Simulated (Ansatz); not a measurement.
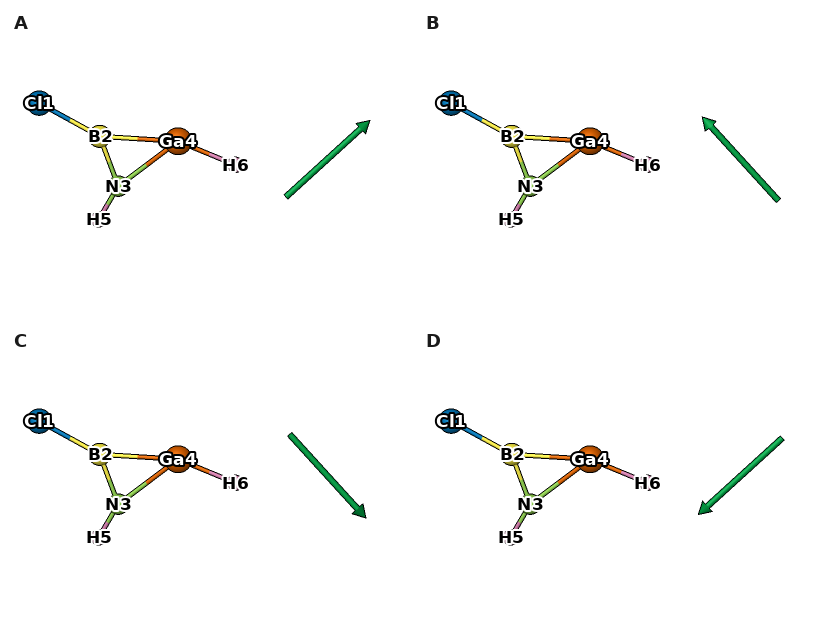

The same molecule four times, each with an arrow. The geometry was computed by an optimisation with PBE-D4/def2-SVP. No frequency run is at hand to confirm it as a minimum. Properties computed with RKS PBE-D4/def2-SVP (Ansatz 0.2.0).

Question: Which arrow points along the dipole moment, from the negative to the positive end?

Answer: C. The dipole moment is 1.45 D; it points from the side of Cl1 to the side of H6 (the outermost atoms at the two ends).
